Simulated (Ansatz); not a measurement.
# ClGeH···H2: what the fields show

```xyz
5

Ge    0.1682    0.0488   -0.9418
H     0.9852    0.1568    1.2660
H     1.5707   -0.1473    0.8598
H    -0.6463    1.0758   -0.0197
Cl   -1.1174   -1.6809   -0.4847
```

These are results of RKS PBE0/def2-SVP in Ansatz, not measurements.

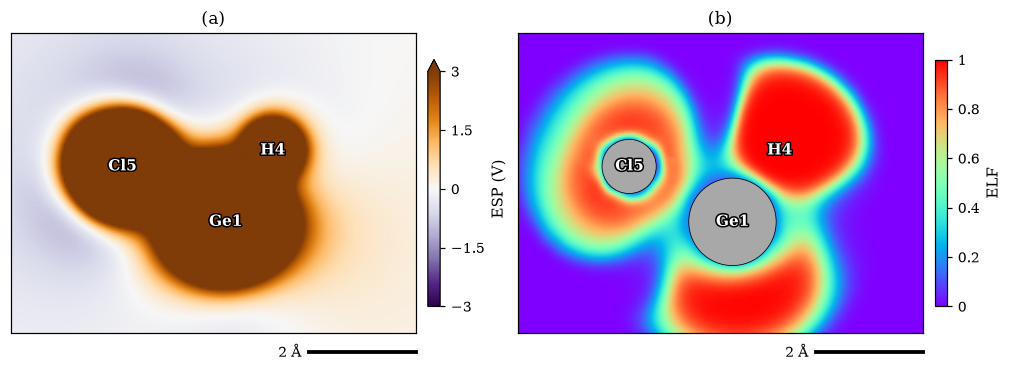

Figure 1. (a) molecular electrostatic potential; (b) electron localisation function on the plane of atoms H4, Ge1 and Cl5. Grey discs cover the atomic cores in the ELF map.

> Describe what can be read from this map.

- Atoms in the plane: Ge, H and Cl.
- Ge–Cl (2.20 Å): the ELF peaks at about 0.85 in the valence shell of Cl, 0.8 Å from its nucleus, and is about 0.60 at the midpoint.
- Ge–H (1.60 Å): the ELF climbs to about 1 towards the hydrogen.
- The ELF also peaks beside Cl5, away from the bonds: lone-pair regions.
- Outside the dense part of the complex the potential is most negative (−0.9 V) near Cl5.

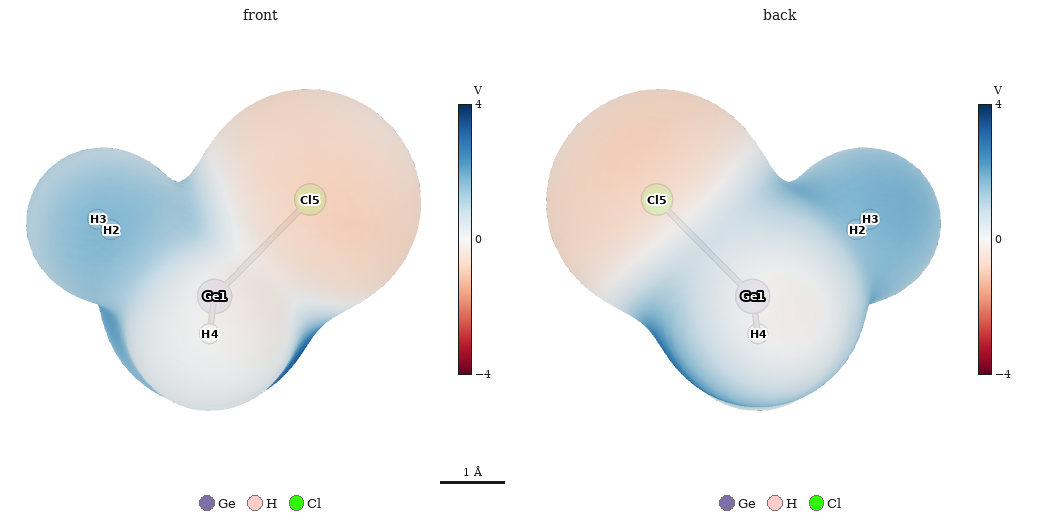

Figure 2. The molecular electrostatic potential painted on the density surface at 0.004 e/bohr³, seen from the front and from behind; red is negative and blue positive.

> Which sites attract a positive test charge, and which a negative one?

A positive charge is drawn to the negative regions and a negative charge to the positive ones. The most negative region (about −0.9 V, or −21 kcal/mol for a unit charge) lies over Cl5, the most positive (about +3.1 V, or +71 kcal/mol for a unit charge) over Ge1.

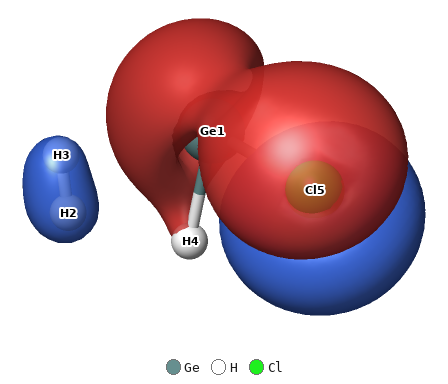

Figure 3. The HOMO−1 at ±0.08 Å⁻³ᐟ² (blue and red are the two phases), seen from one side.

> Describe this orbital and give its energy.

Its weight (Hirshfeld) is mainly on Cl5 (about 80 %) and Ge1 (about 15 %). Its energy is −8.89 eV.

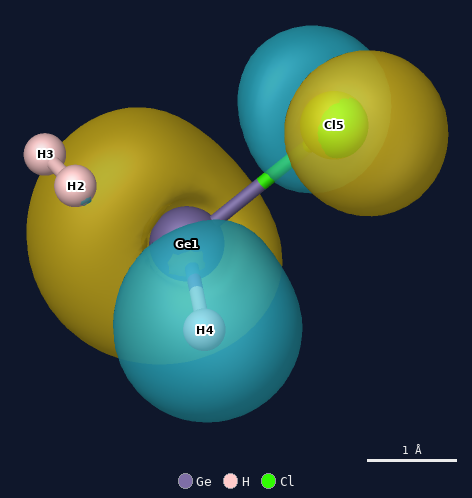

Figure 4. The HOMO at ±0.1 Å⁻³ᐟ² (yellow and cyan are the two phases), seen at a tilt.

> What is the character of this orbital?

Its weight (Hirshfeld) is mainly on Ge1 (about 55 %), Cl5 (about 25 %) and H4 (about 20 %). Its energy is −6.99 eV.
